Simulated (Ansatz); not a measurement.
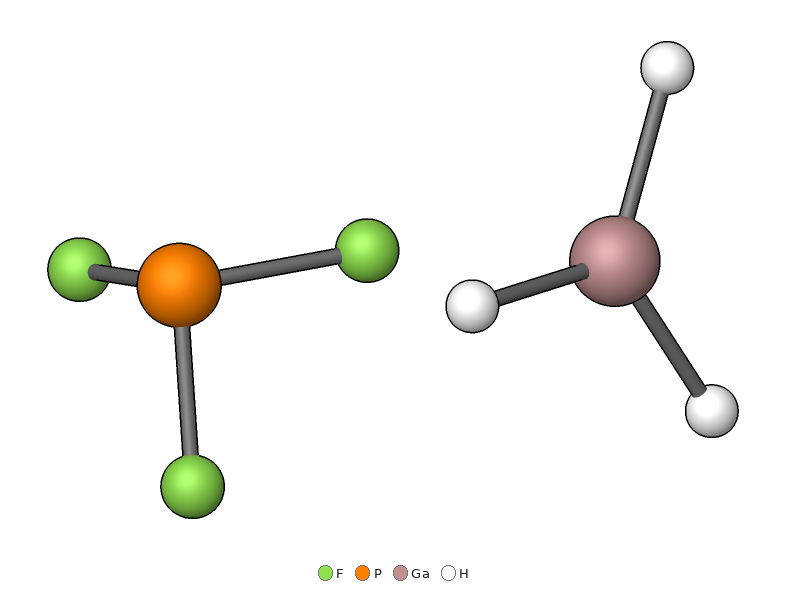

Sticks follow a distance rule. Harmonic vibrations computed with RKS PBE0-D4/def2-TZVP (Ansatz 0.2.0) at a stationary point of the same level.

### How many imaginary frequencies does it have?

A minimum: no imaginary frequency, and the lowest mode lies at 30 cm⁻¹.

### List the wavenumbers.

18 modes: 30, 46, 76, 86, 269, 319, 346, 373, 480, 724, 749, 761, 803, 880, 902, 1939, 1983, 1988 cm⁻¹.
